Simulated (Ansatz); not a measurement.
# Decaying states in the gap of CaBeCl4, part 2 of 3

Wanted: the relaxed cell of CaBeCl4, its band edges and its decay constants. It is built by putting Ca for part of the Be in the BeCl2 structure of space group Ibam, with the volume rescaled by atomic radii. The parent structure comes from the Materials Project.

Ansatz 0.2.0; PBE DFT, plane waves, PAW files (the session's first sound run).

So far. Step 2 (Cell and atoms at rest): The largest force component on a free atom ends at 0.0011 eV/Å.

The structure was built from a prototype and need not be the compound's stable phase.

## (3) Band edges

The energy window and the wavevectors of the next steps follow from the band edges, so these are searched first, off the mesh as well.

Input file input.yaml:

```yaml
crystal:
  lattice:
    - [-3.2445560818, 3.2560740328, 3.4531433406]
    - [3.2445560818, -3.2560740328, 3.4531433406]
    - [3.2445560818, 3.2560740328, -3.4531433406]
  atoms:
    - { symbol: Be, position: [0.25, 0.25, 0.0] }
    - { symbol: Ca, position: [0.75, 0.75, 0.0] }
    - { symbol: Cl, position: [0.6007907943, 0.2435922857, 0.9989307427] }
    - { symbol: Cl, position: [0.244661543, 0.6018600517, 0.0010692573] }
    - { symbol: Cl, position: [0.255338457, 0.2564077143, 0.3571985086] }
    - { symbol: Cl, position: [0.8992092057, 0.8981399483, 0.6428014914] }
kpoints:
  mp_grid: { grid: [6, 6, 6] }
  band_path: { path: [VBM, CBM], npoints: 30 }
scf:
  occupations: { method: fixed }
hamiltonian:
  xc: pbe
output:
  eigenvalues: true
  write_potential: true
  write_density: true
  volumetric_format: npy
  elf: true
```

Launch:

```
ansatz run input.yaml --threads 2 --pin off --max-ram 4096MiB --backend cpu --events-out ev --progress --plain --runs-dir out
```

Numbers of over 12 decimals in the logs are rounded to 6 here.

Output:

```text
[...]
Crystal: 6 atoms, lattice volume = 145.923 Å³
Basis set: ecut = 420 eV, 2859 PW (Γ)
Bands: 26, of which v1, the nominal top of the filled ones, is band 20 counted from 1 (19 counted from 0)
Symmetry: 4 space group operations
[...]
k-points: 46 of 216 (time reversal used)
[...]
SCF iter   1: F=—  HF=-6238.853472 eV  |F-HF|=—  |Δ(HF+E_count)|=         —  Δρ=8.56e-4  dr2=9.51e-4  ethr=1.77e-3  ⟨swp⟩=6.1  Hψ=5506  notcnv=0  defer=150
[...]
SCF iter   6: F=-6238.854236 eV  HF=-6238.854236 eV  |F-HF|=7.94e-9  |Δ(HF+E_count)|=   1.37e-7  Δρ=1.75e-6  dr2=8.02e-9  ethr=2.50e-10  ⟨swp⟩=12.0  Hψ=5776  notcnv=0
SCF 1 converged in 6 iterations: F = -6238.854236 eV  dr2 = 8.02e-9
[...]
NSCF: frozen V_eff on 46 k-points
[...]
SCF converged after 6 iterations
Free energy (F): -6238.854236 eV
[...]
Internal energy: -6238.854236 eV  (E = F + TS)
E sigma→0 (E₀):  -6238.854236 eV
Fermi energy:    2.013694 eV
[...]
--- Band table (eV; the first three rows and the last of 46) ---
  k-point 0: bands = [... 16 lower, 1.1911, 1.2723, 1.5746, 1.5749, 7.0489, 7.1766, 7.7948, 7.9371, ... 2 higher]
  k-point 1: bands = [... 16 lower, 1.1278, 1.1307, 1.2597, 1.6358, 7.1181, 7.3898, 7.6504, 7.9625, ... 2 higher]
  k-point 2: bands = [... 16 lower, 0.9172, 0.9809, 1.1451, 1.6528, 7.3186, 7.3469, 7.7373, 7.9653, ... 2 higher]
  k-point 45: bands = [... 16 lower, 0.1550, 1.4742, 1.4802, 2.0137, 7.1120, 7.4965, 7.8623, 8.2801, ... 2 higher]
```

Wall time 20 s (2 threads of Arm Neoverse V2, shared host); peak memory 0.42 GiB.

Reading the cycles: dr2 is the Hartree energy of the density residual (eV), the measure of convergence; HF is the Harris–Foulkes estimate of the energy, which meets the free energy F at convergence.

Numbers from this step:

```yaml
fermi_energy: 2.014 eV
gap_on_the_k_mesh: 5.035 eV
gap_on_path: 5.035 eV, by band count; negative where bands overlap
direct_gap_on_path: 5.098 eV
edge_places_on_path: 0, 1.642 1/A along the path
```

The electronic bands at the labelled points (eV, zero at the Fermi level (highest filled level under fixed occupations); v1 is the highest filled band, c1 the lowest empty one):

```tsv
point	v4	v3	v2	v1	c1	c2	c3	c4
VBM	-1.86	-0.54	-0.53	0.00	5.10	5.48	5.85	6.27
CBM	-0.82	-0.74	-0.44	-0.44	5.04	5.16	5.78	5.92
```

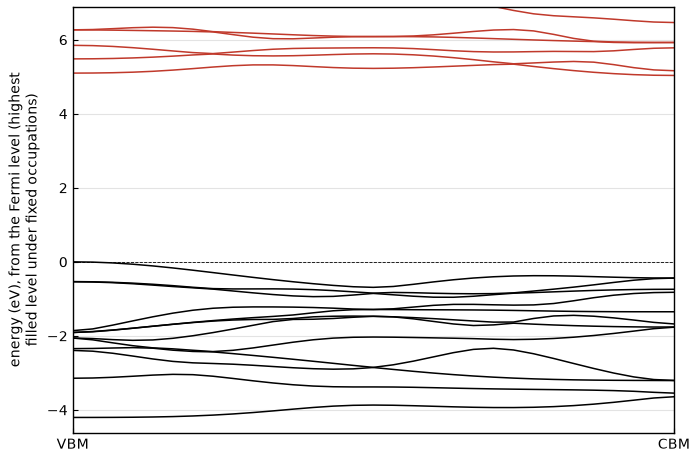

Electronic bands along the path; lines of filled and empty bands in two colours.

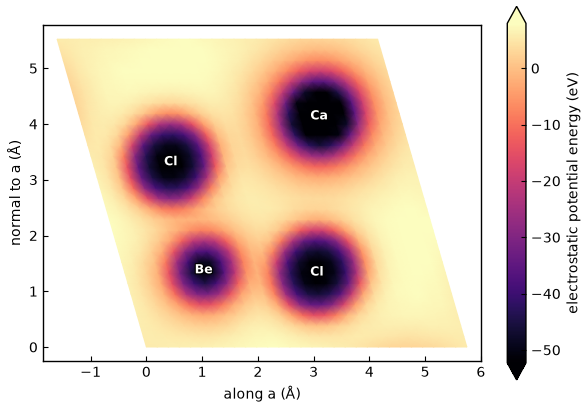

Electrostatic potential energy in the ab plane of the cell as run, not the conventional one, at fractional z = 0.000, with atoms of Be and Ca and Cl within 0.2 Å of it. With pseudopotentials it is smooth inside the atoms' cores, unlike the true potential.

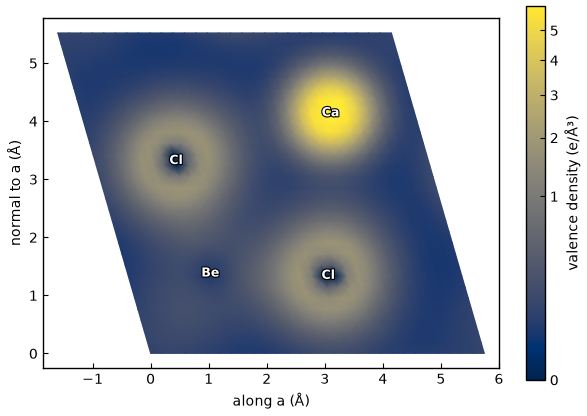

Valence density in the ab plane of the cell as run, not the conventional one, at fractional z = 0.000, with atoms of Be and Ca and Cl within 0.2 Å of it. It is the smooth field of the valence electrons, not physical close to the nuclei. The colour scale is stretched toward low values.

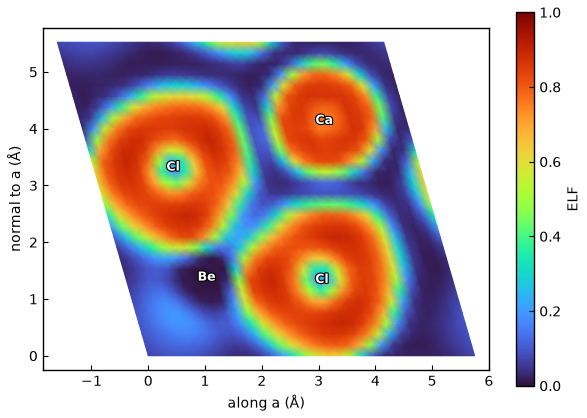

ELF in the ab plane of the cell as run, not the conventional one, at fractional z = 0.000, with atoms of Be and Ca and Cl within 0.2 Å of it. It is the smooth field of the valence electrons, not physical close to the nuclei.

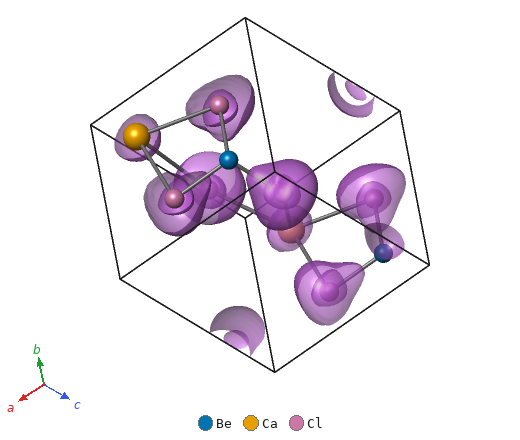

Surface of ELF = 0.82. Drawn on the cell as run, not the conventional one.

The searched edges give 5.04 eV, as on the mesh.

## (4) Decaying states in the gap

This step: PBE DFT, plane waves, PAW files; complex bands by layer matching along the plane's normal (Ansatz 0.2.0).

The same crystal is laid in a cell whose first two vectors span the (001) plane (indices of the standard conventional cell, whose axes can be ordered otherwise than in the bulk input). At fixed energy and wavevector in the plane the solver finds all kz, real and complex. A few wavevectors are listed, (0, 0) and (0.5, 0) in units of the plane's reciprocal vectors; the slowest state needn't be among them.

Input file input.yaml:

```yaml
crystal:
  lattice:
    - [6.489112164, 0.0, 0.0]
    - [0.0, 6.906286681, 0.0]
    - [3.244556082, 3.453143341, 3.256074033]
  atoms:
    - { symbol: Be, position: [0.0, 0.25, 0.0] }
    - { symbol: Ca, position: [0.0, 0.75, 0.0] }
    - { symbol: Cl, position: [0.9989307427, 0.6007907943, 0.6438707487] }
    - { symbol: Cl, position: [0.0010692573, 0.244661543, 0.3561292513] }
    - { symbol: Cl, position: [0.3571985086, 0.255338457, 0.6438707487] }
    - { symbol: Cl, position: [0.6428014914, 0.8992092057, 0.3561292513] }
kpoints:
  mp_grid: { grid: [8, 8, 8] }
scf:
  occupations: { method: fixed }
hamiltonian:
  xc: pbe
output:
  eigenvalues: true
  transmission:
    leads: [[0, 0]]
    kpoints: [[0.0, 0.0], [0.5, 0.0]]
    e_range: [-1.0, 6.04]
    de: 0.12
```

Output:

```text
[...]
Crystal: 6 atoms, lattice volume = 145.923 Å³
Basis set: ecut = 420 eV, 2859 PW (Γ)
Bands: 26, of which v1, the nominal top of the filled ones, is band 20 counted from 1 (19 counted from 0)
Symmetry: 4 space group operations
[...]
k-points: 95 of 512 (time reversal used)
[...]
SCF iter   1: F=—  HF=-6238.853273 eV  |F-HF|=—  |Δ(HF+E_count)|=         —  Δρ=8.57e-4  dr2=9.48e-4  ethr=1.77e-3  ⟨swp⟩=6.1  Hψ=11270  notcnv=0  defer=313
[...]
SCF iter   6: F=-6238.854233 eV  HF=-6238.854233 eV  |F-HF|=8.04e-9  |Δ(HF+E_count)|=   1.42e-7  Δρ=1.76e-6  dr2=8.10e-9  ethr=2.50e-10  ⟨swp⟩=12.5  Hψ=11979  notcnv=0
SCF 1 converged in 6 iterations: F = -6238.854233 eV  dr2 = 8.10e-9
[...]
transmission: 5 of 10 steps passed
transmission: 10 of 10 steps passed
SCF converged after 6 iterations
Free energy (F): -6238.854233 eV
[...]
Internal energy: -6238.854233 eV  (E = F + TS)
E sigma→0 (E₀):  -6238.854233 eV
Fermi energy:    2.013693 eV
[...]
--- Band table (eV; the first three rows and the last of 95) ---
  k-point 0: bands = [... 16 lower, 1.1911, 1.2723, 1.5746, 1.5749, 7.0489, 7.1766, 7.7948, 7.9371, ... 2 higher]
  k-point 1: bands = [... 16 lower, 1.0197, 1.1210, 1.4568, 1.5182, 7.1024, 7.4282, 7.7057, 7.9284, ... 2 higher]
  k-point 2: bands = [... 16 lower, 0.8927, 1.1355, 1.3896, 1.5287, 7.1446, 7.4791, 7.5660, 8.3965, ... 2 higher]
  k-point 94: bands = [... 16 lower, 0.7269, 1.1606, 1.1677, 1.3243, 7.2394, 7.6335, 7.7963, 8.0975, ... 2 higher]
--- Transmission ---
  basis      : 391 plane waves across, 5 finite elements along
  points     : 2, as listed
  energies   : 59 from -1.000000 to 5.960000 eV about the Fermi level, 0.120000 eV apart; the leads are filled to 2.517613 eV, and channels, transmission and decay are at 2.480000 eV
  crystal 0  : Cl4Be1Ca1, at the sites [0, 0], period 3.2561 Å: whole cells are its period
    offset         : up to 0.0000 Å between an atom of the period and one for which it stands
    channels       : 0.000000e0 a spin
    conductance    : none, the energies end too early or step too widely for 300 K: set another output.transmission.e_range or a lower de, or, where they end at an eighth of basis.ecutwfc, a higher one
    slowest decay  : 0.3947 /Å at (0.0000, 0.0000)
```

The job ended after 1.9 min (2 threads; peak memory 1.5 GiB).

Numbers from this step:

| Item | Value |
| --- | --- |
| level to which the leads are filled | 2.518 eV from the Fermi level |
| decay constant at the filling level, zone centre | 0.3947 Å⁻¹ |
| decay constant at the filling level, slowest listed point | 0.3947 Å⁻¹ |

K parallel (0, 0); values up to 1.5 1/Å, a degenerate pair printed once or twice; energies at which all values exceed this have no row. Im kz of the slowest decaying states against energy, zero at the highest filled level on the SCF mesh:

```tsv
energy (eV)	decay 1 (Å⁻¹)	decay 2 (Å⁻¹)	decay 3 (Å⁻¹)	decay 4 (Å⁻¹)
-1.000	0.0369	0.209	0.239	0.558
-0.520	0.0887	0.134	0.350	0.496
-0.040	0.245	0.394	0.481	0.504
0.440	0.319	0.357	0.507	0.529
1.040	0.368	0.521	0.555	0.591
1.520	0.388	0.562	0.627	0.780
2.000	0.396	0.560	0.688	0.694
2.480	0.395	0.551	0.696	0.756
2.960	0.383	0.534	0.704	0.740
3.440	0.362	0.509	0.704	0.721
4.040	0.316	0.464	0.667	0.694
4.520	0.255	0.408	0.529	0.620
5.000	0.131	0.186	0.309	0.381
5.480	0.0902	0.426	0.450	0.562
```

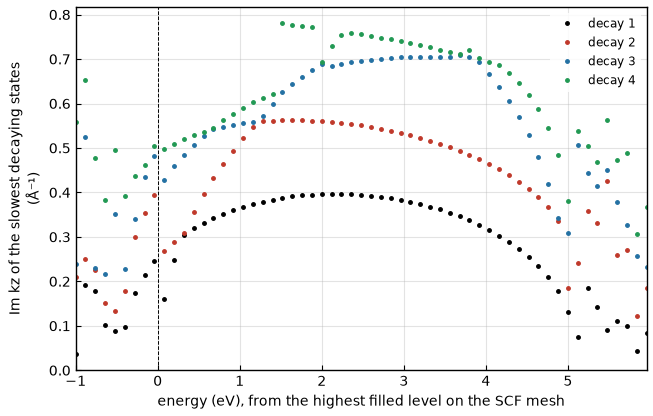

Im kz of the slowest decaying states against energy.

K parallel (0.5, 0); values up to 1.5 1/Å, a degenerate pair printed once or twice; energies at which all values exceed this have no row. Im kz of the slowest decaying states against energy, zero at the highest filled level on the SCF mesh:

```tsv
energy (eV)	decay 1 (Å⁻¹)	decay 2 (Å⁻¹)	decay 3 (Å⁻¹)	decay 4 (Å⁻¹)
-1.00	0.0434	0.239	0.542	0.938
-0.04	0.428	0.567	0.782	0.908
1.04	0.600	0.649	0.829	0.931
2.00	0.617	0.679	0.732	0.871
2.96	0.603	0.609	0.723	0.783
4.04	0.502	0.560	0.647	0.655
5.00	0.229	0.410	0.460	0.592
```

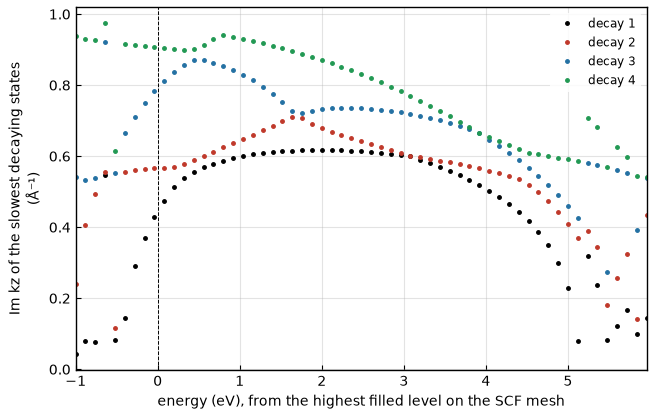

Im kz of the slowest decaying states against energy.

At the listed wavevectors the last open channel is at -0.04 eV and the next at +5.12 eV on the grid. At +2.48 eV, the grid energy nearest the filling level (the middle of the gap on the SCF mesh), the slowest state at the listed wavevectors decays with κ = 0.395 Å⁻¹, its amplitude falling by e over 2.5 Å. Through 1 nm of this crystal that state's transmission falls by exp(−2 × 0.395 Å⁻¹ × 10 Å) = 3.7e-4.

## (5) Decay over the two-dimensional zone

The listed points could miss the slowest state, so one energy near mid-gap is solved on a mesh of 8×8.

input.yaml, as its differences from that of step 4:

```diff
@@ -20,6 +20,2 @@
   eigenvalues: true
-  transmission:
-    leads: [[0, 0]]
-    kpoints: [[0.0, 0.0], [0.5, 0.0]]
-    e_range: [-1.0, 6.04]
-    de: 0.12
+  transmission: { leads: [[0, 0]], kmesh: [8, 8], e_range: [2.52, 2.53], de: 0.05 }
```

Output:

```text
[...]
Crystal: 6 atoms, lattice volume = 145.923 Å³
Basis set: ecut = 420 eV, 2859 PW (Γ)
Bands: 26, of which v1, the nominal top of the filled ones, is band 20 counted from 1 (19 counted from 0)
Symmetry: 4 space group operations
[...]
k-points: 95 of 512 (time reversal used)
[...]
SCF iter   1: F=—  HF=-6238.853273 eV  |F-HF|=—  |Δ(HF+E_count)|=         —  Δρ=8.57e-4  dr2=9.48e-4  ethr=1.77e-3  ⟨swp⟩=6.1  Hψ=11270  notcnv=0  defer=313
[...]
SCF iter   6: F=-6238.854233 eV  HF=-6238.854233 eV  |F-HF|=8.04e-9  |Δ(HF+E_count)|=   1.42e-7  Δρ=1.76e-6  dr2=8.10e-9  ethr=2.50e-10  ⟨swp⟩=12.5  Hψ=11979  notcnv=0
SCF 1 converged in 6 iterations: F = -6238.854233 eV  dr2 = 8.10e-9
[...]
transmission: 20 of 170 steps passed
transmission: 40 of 170 steps passed
[...]
transmission: 170 of 170 steps passed
SCF converged after 6 iterations
Free energy (F): -6238.854233 eV
[...]
Internal energy: -6238.854233 eV  (E = F + TS)
E sigma→0 (E₀):  -6238.854233 eV
Fermi energy:    2.013693 eV
[...]
--- Band table (eV; the first three rows and the last of 95) ---
  k-point 0: bands = [... 16 lower, 1.1911, 1.2723, 1.5746, 1.5749, 7.0489, 7.1766, 7.7948, 7.9371, ... 2 higher]
  k-point 1: bands = [... 16 lower, 1.0197, 1.1210, 1.4568, 1.5182, 7.1024, 7.4282, 7.7057, 7.9284, ... 2 higher]
  k-point 2: bands = [... 16 lower, 0.8927, 1.1355, 1.3896, 1.5287, 7.1446, 7.4791, 7.5660, 8.3965, ... 2 higher]
  k-point 94: bands = [... 16 lower, 0.7269, 1.1606, 1.1677, 1.3243, 7.2394, 7.6335, 7.7963, 8.0975, ... 2 higher]
--- Transmission ---
  basis      : 391 plane waves across, 5 finite elements along
  points     : 34, standing for a mesh of 8 x 8
  energies   : 1 from 2.520000 to 2.520000 eV about the Fermi level; the leads are filled to 2.517613 eV, and channels, transmission and decay are at 2.520000 eV
  crystal 0  : Cl4Be1Ca1, at the sites [0, 0], period 3.2561 Å: whole cells are its period
[...]
channels       : 0.000000e0 a spin
    conductance    : none, crystal 0 has no channel at the energies, or these end too early or step too widely for 300 K: set another output.transmission.e_range or a lower de, or, where they end at an eighth of basis.ecutwfc, a higher one
    slowest decay  : 0.3942 /Å at (0.0000, 0.0000)
```

Elapsed: 2.5 min, on 2 threads; peak memory 1.3 GiB; 5 min of CPU time.

Numbers from this step:

- least decay constant on the mesh: 0.3942 Å⁻¹

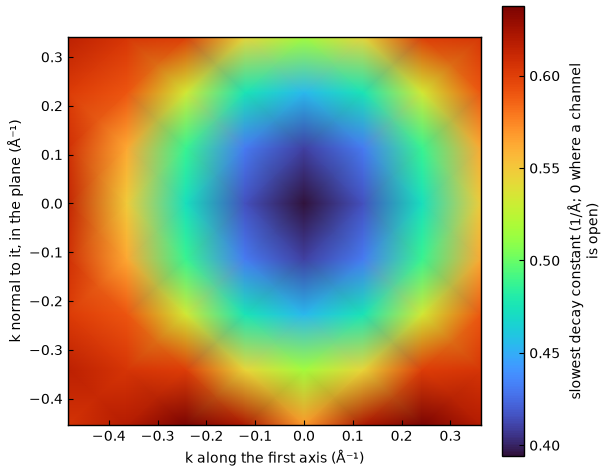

Slowest decay constant (1/Å; 0 where a channel is open) over k1 and k2. At 2.5200 eV from the Fermi level.

The least value on the mesh is 0.394 Å⁻¹ at +2.52 eV. At that energy the listed points give about 0.394 Å⁻¹ by interpolation, so the mesh holds no clearly slower state.

## (6) Band edges at another level

This step: LDA DFT, plane waves, PAW files (Ansatz 0.2.0).

The edges again with LDA, at the same atoms.

Input file input.yaml:

```yaml
crystal:
  lattice:
    - [-3.2445560818, 3.2560740328, 3.4531433406]
    - [3.2445560818, -3.2560740328, 3.4531433406]
    - [3.2445560818, 3.2560740328, -3.4531433406]
  atoms:
    - { symbol: Be, position: [0.25, 0.25, 0.0] }
    - { symbol: Ca, position: [0.75, 0.75, 0.0] }
    - { symbol: Cl, position: [0.6007907943, 0.2435922857, 0.9989307427] }
    - { symbol: Cl, position: [0.244661543, 0.6018600517, 0.0010692573] }
    - { symbol: Cl, position: [0.255338457, 0.2564077143, 0.3571985086] }
    - { symbol: Cl, position: [0.8992092057, 0.8981399483, 0.6428014914] }
kpoints:
  mp_grid: { grid: [6, 6, 6] }
  band_path: { path: [VBM, CBM], npoints: 30 }
scf:
  occupations: { method: fixed }
hamiltonian:
  xc: lda
output:
  eigenvalues: true
```

Output:

```text
[...]
Crystal: 6 atoms, lattice volume = 145.923 Å³
Basis set: ecut = 420 eV, 2859 PW (Γ)
Bands: 26, of which v1, the nominal top of the filled ones, is band 20 counted from 1 (19 counted from 0)
Symmetry: 4 space group operations
[...]
k-points: 46 of 216 (time reversal used)
[...]
SCF iter   1: F=—  HF=-6048.340817 eV  |F-HF|=—  |Δ(HF+E_count)|=         —  Δρ=5.82e-3  dr2=4.80e-2  ethr=1.77e-3  ⟨swp⟩=6.0  Hψ=5476  notcnv=0  defer=146
[...]
SCF iter   6: F=-6048.326368 eV  HF=-6048.326368 eV  |F-HF|=2.57e-8  |Δ(HF+E_count)|=   6.69e-7  Δρ=4.70e-6  dr2=5.91e-8  ethr=2.50e-10  ⟨swp⟩=12.6  Hψ=6305  notcnv=0
SCF 1 converged in 6 iterations: F = -6048.326368 eV  dr2 = 5.91e-8
[...]
SCF converged after 6 iterations
Free energy (F): -6048.326368 eV
[...]
Internal energy: -6048.326368 eV  (E = F + TS)
E sigma→0 (E₀):  -6048.326368 eV
Fermi energy:    1.800615 eV
[...]
--- Band table (eV; the first three rows and the last of 46) ---
  k-point 0: bands = [... 16 lower, 0.9634, 1.0313, 1.3488, 1.3492, 6.5461, 6.5896, 7.4214, 7.5568, ... 2 higher]
  k-point 1: bands = [... 16 lower, 0.8893, 0.8982, 1.0136, 1.4095, 6.6616, 6.8316, 7.2361, 7.5833, ... 2 higher]
  k-point 2: bands = [... 16 lower, 0.6734, 0.7422, 0.8981, 1.4279, 6.8697, 6.9097, 7.2921, 7.5817, ... 2 higher]
  k-point 45: bands = [... 16 lower, -0.1174, 1.2504, 1.2563, 1.8006, 6.6717, 7.0786, 7.4757, 7.9067, ... 2 higher]
```

Elapsed: 19 s, on 2 threads; peak memory 0.4 GiB; 37 s of CPU time.

This step gave:

* free energy: -6048.3264 eV
* Fermi energy: 1.801 eV
* gap on the k-mesh: 4.746 eV
* gap on path: 4.746 eV, by band count; negative where bands overlap
* direct gap on path: 4.871 eV

The electronic bands at the labelled points (eV, zero at the Fermi level (highest filled level under fixed occupations); v1 is the highest filled band, c1 the lowest empty one):

```tsv
point	v4	v3	v2	v1	c1	c2	c3	c4
VBM	-1.92	-0.55	-0.54	0.00	4.87	5.28	5.68	6.11
CBM	-0.84	-0.77	-0.45	-0.45	4.75	4.79	5.62	5.76
```

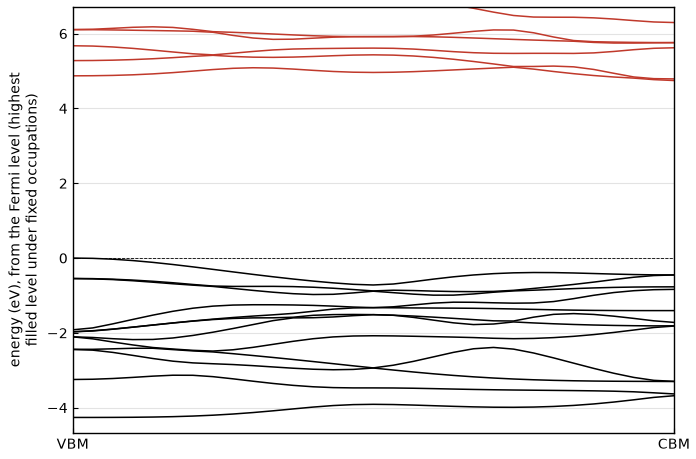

Electronic bands along the path; lines of filled and empty bands in two colours.

The searched edges give 4.75 eV, as on the mesh.

Between step 3 and this run (LDA) the value for the gap on path moves from 5.04 eV to 4.75 eV.

[end of part 2 of 3]

[Logs are printed without paths, hosts, clocks, repeated set-up lines and the standing remarks that a program may print on its own settings, such as how far it seeks lower states.]

[Hosts, paths, dates, database ids (printed as entryN), source tags and the programs' standing remarks are cut or masked in the printed files.]
